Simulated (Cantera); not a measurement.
Charge: 1 mol SiH₄, 1.7 mol NH₃, held at 0.000280 bar.

Method: chemical equilibrium by Gibbs-energy minimisation in Cantera with the NASA 1993 tables (ideal gas, pure condensed phases). Candidate condensed phases: Si, Si₃N₄; 18 gas species. Mutual solubility and eutectic melting of coexisting phases are not modelled. The tables' values for SiN are old estimates; treat these amounts as uncertain. Gases not in the tables: Si₂H₆ and higher silanes. Rates play no part.

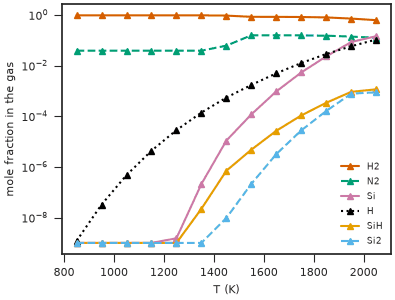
Figure. Equilibrium gas composition (values under 1e-9 drawn at 1e-9)

From 850 K to 1350 K the condensed part is Si₃N₄(s). At 1450 K the condensed part is Si(s) + Si₃N₄(s). From 1550 K to 1650 K the condensed part is Si(s). From 1750 K to 1950 K the condensed part is Si(l). At 2050 K nothing is condensed.
